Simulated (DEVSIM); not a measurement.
System: abrupt GaP p-n junction, at 300 K.

```csv
layer (left to right),material,thickness (μm),Nd (cm⁻³),Na (cm⁻³),τn (s),τp (s)
1,GaP,0.540,-,6e15,8.8e-7,8.8e-7
2,GaP,16.0,1e17,-,8.8e-7,8.8e-7
```

Left contact: ohmic. Right contact: ohmic. Voltage is applied to the left contact. Recombination: SRH at mid-gap, Auger. Mobility is constant in doping.

This is a model device: material constants are rounded textbook-type values typed into the input, and sizes, dopings and lifetimes were drawn at random. Values at 300 K.

```
parameter         GaP
-------------  ------
gap (eV)         2.26
affinity (eV)     3.8
permittivity     11.1
Nc (cm⁻³)      1.8e19
Nv (cm⁻³)      1.9e19
μn (cm²/Vs)       250
μp (cm²/Vs)       150
Cn (cm⁶/s)      1e-30
Cp (cm⁶/s)      1e-30
```

Simulated with DEVSIM: 1D drift-diffusion, Boltzmann statistics, complete ionisation; no tunnelling, impact ionisation, image-force lowering or self-heating.

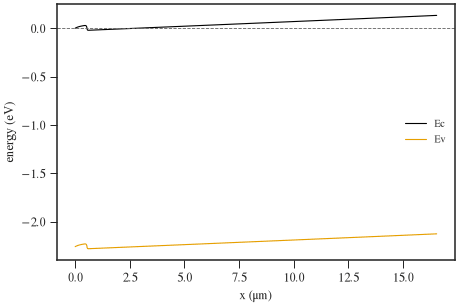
Band edges at 2.05 V on the left contact

Energies count from the Fermi level of the right contact; mesh points crowd at the junctions.

```json
[
 {"x (μm)": "0.000", "Ec (eV)": "0.002", "Ev (eV)": "-2.258", "n (cm⁻³)": "< 1e2", "p (cm⁻³)": "6.0e15", "field (V/cm)": "1200"},
 {"x (μm)": "0.02514", "Ec (eV)": "0.005", "Ev (eV)": "-2.255", "n (cm⁻³)": "9.0e14", "p (cm⁻³)": "6.7e15", "field (V/cm)": "1200"},
 {"x (μm)": "0.07416", "Ec (eV)": "0.010", "Ev (eV)": "-2.250", "n (cm⁻³)": "2.4e15", "p (cm⁻³)": "8.2e15", "field (V/cm)": "960"},
 {"x (μm)": "0.1772", "Ec (eV)": "0.018", "Ev (eV)": "-2.242", "n (cm⁻³)": "5.2e15", "p (cm⁻³)": "1.1e16", "field (V/cm)": "640"},
 {"x (μm)": "0.3835", "Ec (eV)": "0.028", "Ev (eV)": "-2.232", "n (cm⁻³)": "1.0e16", "p (cm⁻³)": "1.6e16", "field (V/cm)": "370"},
 {"x (μm)": "0.4726", "Ec (eV)": "0.029", "Ev (eV)": "-2.231", "n (cm⁻³)": "1.3e16", "p (cm⁻³)": "1.7e16", "field (V/cm)": "-420"},
 {"x (μm)": "0.5183", "Ec (eV)": "0.020", "Ev (eV)": "-2.240", "n (cm⁻³)": "2.1e16", "p (cm⁻³)": "1.2e16", "field (V/cm)": "-5200"},
 {"x (μm)": "0.5479", "Ec (eV)": "-0.009", "Ev (eV)": "-2.269", "n (cm⁻³)": "6.6e16", "p (cm⁻³)": "3.8e15", "field (V/cm)": "-8500"},
 {"x (μm)": "0.5853", "Ec (eV)": "-0.019", "Ev (eV)": "-2.279", "n (cm⁻³)": "1.0e17", "p (cm⁻³)": "2.5e15", "field (V/cm)": "-380"},
 {"x (μm)": "0.6602", "Ec (eV)": "-0.019", "Ev (eV)": "-2.279", "n (cm⁻³)": "1.0e17", "p (cm⁻³)": "2.5e15", "field (V/cm)": "95"},
 {"x (μm)": "0.8161", "Ec (eV)": "-0.018", "Ev (eV)": "-2.278", "n (cm⁻³)": "1.0e17", "p (cm⁻³)": "2.4e15", "field (V/cm)": "96"},
 {"x (μm)": "1.313", "Ec (eV)": "-0.013", "Ev (eV)": "-2.273", "n (cm⁻³)": "1.0e17", "p (cm⁻³)": "2.4e15", "field (V/cm)": "96"},
 {"x (μm)": "2.174", "Ec (eV)": "-0.005", "Ev (eV)": "-2.265", "n (cm⁻³)": "1.0e17", "p (cm⁻³)": "2.4e15", "field (V/cm)": "96"},
 {"x (μm)": "3.966", "Ec (eV)": "0.012", "Ev (eV)": "-2.248", "n (cm⁻³)": "1.0e17", "p (cm⁻³)": "2.4e15", "field (V/cm)": "96"},
 {"x (μm)": "9.745", "Ec (eV)": "0.068", "Ev (eV)": "-2.192", "n (cm⁻³)": "1.0e17", "p (cm⁻³)": "2.1e15", "field (V/cm)": "96"},
 {"x (μm)": "13.29", "Ec (eV)": "0.102", "Ev (eV)": "-2.158", "n (cm⁻³)": "1.0e17", "p (cm⁻³)": "1.6e15", "field (V/cm)": "97"},
 {"x (μm)": "14.99", "Ec (eV)": "0.119", "Ev (eV)": "-2.141", "n (cm⁻³)": "1.0e17", "p (cm⁻³)": "9.9e14", "field (V/cm)": "98"},
 {"x (μm)": "15.81", "Ec (eV)": "0.127", "Ev (eV)": "-2.133", "n (cm⁻³)": "1.0e17", "p (cm⁻³)": "5.4e14", "field (V/cm)": "99"},
 {"x (μm)": "16.28", "Ec (eV)": "0.132", "Ev (eV)": "-2.128", "n (cm⁻³)": "1.0e17", "p (cm⁻³)": "2.1e14", "field (V/cm)": "100"},
 {"x (μm)": "16.43", "Ec (eV)": "0.133", "Ev (eV)": "-2.127", "n (cm⁻³)": "1.0e17", "p (cm⁻³)": "8.9e13", "field (V/cm)": "100"},
 {"x (μm)": "16.50", "Ec (eV)": "0.134", "Ev (eV)": "-2.126", "n (cm⁻³)": "1.0e17", "p (cm⁻³)": "3.3e13", "field (V/cm)": "100"},
 {"x (μm)": "16.54", "Ec (eV)": "0.134", "Ev (eV)": "-2.126", "n (cm⁻³)": "1.0e17", "p (cm⁻³)": "< 1e2", "field (V/cm)": "100"}
]
```
